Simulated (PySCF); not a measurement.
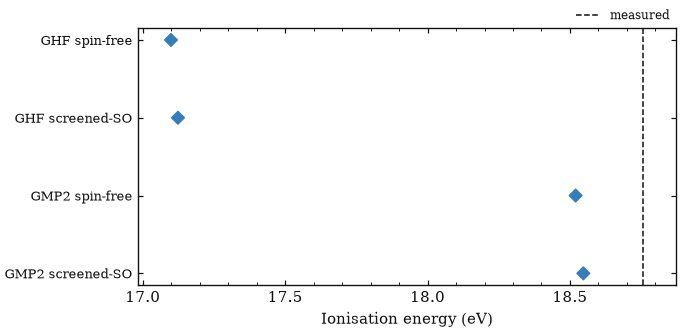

The ionisation energy of Hg⁺ ([Xe] 4f¹⁴ 5d¹⁰ 6s₁/₂ → [Xe] 4f¹⁴ 5d¹⁰) across levels of theory. PySCF, x2c-TZVPall-2c, two-component X2C-1e. 60 core electrons frozen.

**How do the methods compare?**

The values run from 17.10 eV (GHF spin-free) to 18.55 eV (GMP2 screened-SO). The measured value is 18.76 eV; nearest to it come GMP2 screened-SO (−0.21) and GMP2 spin-free (−0.24), furthest GHF spin-free (−1.66 eV).

```tsv
Method	Ionisation energy (eV)
GHF spin-free	17.10
GMP2 spin-free	18.52
GHF screened-SO	17.12
GMP2 screened-SO	18.55
```
